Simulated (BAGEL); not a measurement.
# CH4FSi (SMILES C[SiH]F): UHF/6-31G(d) (density fitting with qzvpp-jkfit, spherical functions)

What is the vertical doublet–quartet gap of CH4FSi at UHF/6-31G* (density fitting with qzvpp-jkfit, spherical functions)? 

The results are computed with BAGEL 1.2.2.

3 further runs of the same task are left out: 2 that didn't finish, 1 set aside as unsound or not needed. Runs told in other sessions of the task aren't counted.

**1. The system as given**

CH4FSi has 7 atoms, charge 0, and is taken as a doublet. SMILES: `C[SiH]F`. The shape is that of a PBE0-D4/def2-TZVP optimisation.

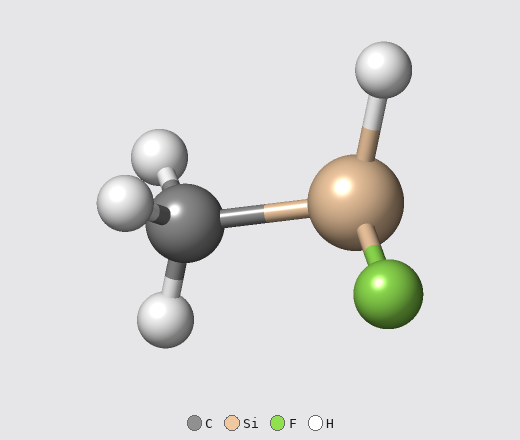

Viewed from a chosen angle; carbon grey, silicon light orange, fluorine green, hydrogen white.

**2. A single-point energy at UHF/6-31G(d) (density fitting with qzvpp-jkfit, spherical functions)**

File job.json:

```json
{ "bagel": [

{
  "title": "molecule",
  "basis": "6-31gs.json",
  "df_basis": "qzvpp-jkfit",
  "angstrom": "true",
  "geometry": [
    { "atom": "C", "xyz": [   -0.653500,    0.389500,   -0.298000 ] },
    { "atom": "Si", "xyz": [    0.917400,   -0.594100,   -0.104100 ] },
    { "atom": "F", "xyz": [    0.640700,   -1.812800,    0.909600 ] },
    { "atom": "H", "xyz": [   -1.444900,   -0.207800,   -0.754100 ] },
    { "atom": "H", "xyz": [   -0.470200,    1.260900,   -0.931700 ] },
    { "atom": "H", "xyz": [   -1.000700,    0.738300,    0.679600 ] },
    { "atom": "H", "xyz": [    2.011300,    0.226000,    0.498700 ] }
  ]
},
{
  "title": "uhf",
  "nopen": 1
},
{
  "title": "print",
  "file": "orbitals.molden",
  "orbitals": "true"
}

]}
```

The basis set 6-31G* is read from a file made from the Basis Set Exchange's data (not shown).

Run with:

```sh
$ BAGEL_NUM_THREADS=1 BAGEL job.json > job.out
```

Log:

```text
* using 1 threads per process

  ===============================================================
  ===============================================================

  *** Geometry ***

  { "atom" : "C", "xyz" : [     -1.234936,      0.736048,     -0.563138 ] },
  { "atom" : "Si", "xyz" : [      1.733635,     -1.122686,     -0.196720 ] },
  { "atom" : "F", "xyz" : [      1.210748,     -3.425696,      1.718895 ] },
  { "atom" : "H", "xyz" : [     -2.730465,     -0.392685,     -1.425042 ] },
  { "atom" : "H", "xyz" : [     -0.888549,      2.382756,     -1.760658 ] },
  { "atom" : "H", "xyz" : [     -1.891049,      1.395185,      1.284258 ] },
  { "atom" : "H", "xyz" : [      3.800806,      0.427078,      0.942406 ] },

  Number of auxiliary basis functions:      352

  Since a DF basis is specified, we compute 2- and 3-index integrals:
    o Being stored without compression. Storage requirement is 0.008 GB

  Number of basis functions:       54
  Number of electrons      :       33

    * METHOD: MOLECULE                             0.07

  *** Open-shell HF ***

  === Nuclear Repulsion ===
   106.8824519710

      * DIIS with orbital gradients will be used.

  === UHF iteration (6-31gs.json) ===
      0       -428.40844187          0.04831915           0.03
      1       -428.52132289          0.02884020           0.02
      2       -428.55322774          0.01710220           0.02
      3       -428.56990977          0.00131452           0.02
      4       -428.57026948          0.00052249           0.02
      5       -428.57032228          0.00015436           0.02
      6       -428.57033781          0.00004074           0.02
      7       -428.57033992          0.00001322           0.02
      8       -428.57034034          0.00000479           0.02
      9       -428.57034044          0.00000182           0.02
     10       -428.57034045          0.00000100           0.02
     11       -428.57034045          0.00000052           0.02
     12       -428.57034045          0.00000018           0.02
     13       -428.57034045          0.00000005           0.02
     14       -428.57034045          0.00000002           0.02
     15       -428.57034045          0.00000001           0.03
    * SCF iteration converged.

    * S^2 (UHF) is 0.7522

    * Permanent dipole moment:
           (    0.150652,    -0.550483,     0.472402) a.u.

    * METHOD: UHF                                  0.43

    * METHOD: PRINT                                0.00

  ===============================================================
```

Run time: 0.64 s. Hardware: 1 thread of Intel Xeon 6975P-C (Granite Rapids), shared host.

**3. The quartet at the same level**

File hf.json:

```json
{ "bagel": [

{
  "title": "molecule",
  "basis": "6-31gs.json",
  "df_basis": "qzvpp-jkfit",
  "angstrom": true,
  "geometry": [
    { "atom": "C", "xyz": [   -0.653500,    0.389500,   -0.298000 ] },
    { "atom": "Si", "xyz": [    0.917400,   -0.594100,   -0.104100 ] },
    { "atom": "F", "xyz": [    0.640700,   -1.812800,    0.909600 ] },
    { "atom": "H", "xyz": [   -1.444900,   -0.207800,   -0.754100 ] },
    { "atom": "H", "xyz": [   -0.470200,    1.260900,   -0.931700 ] },
    { "atom": "H", "xyz": [   -1.000700,    0.738300,    0.679600 ] },
    { "atom": "H", "xyz": [    2.011300,    0.226000,    0.498700 ] }
  ]
},
{
  "title": "uhf",
  "charge": 0,
  "nopen": 3
},
{
  "title": "print",
  "file": "orbitals.molden",
  "orbitals": true
}

]}
```

The basis set 6-31G* is read from a file made from the Basis Set Exchange's data (not shown).

Run with:

```sh
$ BAGEL_NUM_THREADS=1 BAGEL hf.json > hf.out
```

Log:

```text
* using 1 threads per process

  ===============================================================
  ===============================================================

  *** Geometry ***

  { "atom" : "C", "xyz" : [     -1.234936,      0.736048,     -0.563138 ] },
  { "atom" : "Si", "xyz" : [      1.733635,     -1.122686,     -0.196720 ] },
  { "atom" : "F", "xyz" : [      1.210748,     -3.425696,      1.718895 ] },
  { "atom" : "H", "xyz" : [     -2.730465,     -0.392685,     -1.425042 ] },
  { "atom" : "H", "xyz" : [     -0.888549,      2.382756,     -1.760658 ] },
  { "atom" : "H", "xyz" : [     -1.891049,      1.395185,      1.284258 ] },
  { "atom" : "H", "xyz" : [      3.800806,      0.427078,      0.942406 ] },

  Number of auxiliary basis functions:      352

  Since a DF basis is specified, we compute 2- and 3-index integrals:
    o Being stored without compression. Storage requirement is 0.008 GB

  Number of basis functions:       54
  Number of electrons      :       33

    * METHOD: MOLECULE                             0.07

  *** Open-shell HF ***

  === Nuclear Repulsion ===
   106.8824519710

      * DIIS with orbital gradients will be used.

  === UHF iteration (6-31gs.json) ===
      0       -428.07221287          0.04712500           0.02
      1       -428.17365196          0.03596715           0.02
      2       -428.21756185          0.02427140           0.02
      3       -428.25416357          0.00190520           0.02
      4       -428.25642686          0.00102023           0.02
      5       -428.25734059          0.00067275           0.02
      6       -428.25809016          0.00038415           0.02
      7       -428.25837155          0.00025836           0.02
      8       -428.25849789          0.00017109           0.02
      9       -428.25853592          0.00012091           0.02
     10       -428.25854854          0.00009242           0.02
     11       -428.25856036          0.00006430           0.02
     12       -428.25856628          0.00004111           0.02
     13       -428.25856836          0.00003326           0.02
     14       -428.25856998          0.00002736           0.02
     15       -428.25857140          0.00002109           0.02
     16       -428.25857246          0.00001537           0.02
     17       -428.25857291          0.00001212           0.02
     18       -428.25857310          0.00000953           0.02
     19       -428.25857317          0.00000738           0.02
     20       -428.25857320          0.00000609           0.02
     21       -428.25857323          0.00000500           0.02
     22       -428.25857326          0.00000366           0.02
     23       -428.25857327          0.00000291           0.02
     24       -428.25857327          0.00000226           0.02
     25       -428.25857328          0.00000184           0.02
     26       -428.25857328          0.00000160           0.02
     27       -428.25857329          0.00000125           0.02
     28       -428.25857329          0.00000091           0.02
     29       -428.25857330          0.00000074           0.02
     30       -428.25857330          0.00000052           0.02
     31       -428.25857330          0.00000037           0.02
     32       -428.25857330          0.00000031           0.02
     33       -428.25857330          0.00000023           0.02
     34       -428.25857330          0.00000014           0.02
     35       -428.25857330          0.00000010           0.02
     36       -428.25857330          0.00000007           0.02
     37       -428.25857330          0.00000005           0.02
     38       -428.25857330          0.00000004           0.02
     39       -428.25857330          0.00000003           0.02
     40       -428.25857330          0.00000002           0.02
     41       -428.25857330          0.00000001           0.02
    * SCF iteration converged.

    * S^2 (UHF) is 3.7698

    * Permanent dipole moment:
           (    1.219937,    -1.414916,     0.132105) a.u.

    * METHOD: UHF                                  1.05

    * METHOD: PRINT                                0.00

  ===============================================================
```

Run time: 1.3 s. Hardware: 1 thread of Intel Xeon 6975P-C (Granite Rapids), shared host.

**4. Results**

Level: UHF/6-31G* (density fitting with qzvpp-jkfit, spherical functions).

| quantity | value |
| --- | --- |
| doublet: total energy | -428.57034 Eh |
| doublet: dipole moment | 1.88 D |
| doublet: ⟨S²⟩ | 0.752 |
| quartet: total energy | -428.25857 Eh |
| quartet: dipole moment | 4.76 D |
| quartet: ⟨S²⟩ | 3.770 |
| vertical energy of the quartet above the doublet | 8.484 eV |

What this shows: At this shape the quartet lies 8.48 eV (196 kcal/mol) above the doublet.
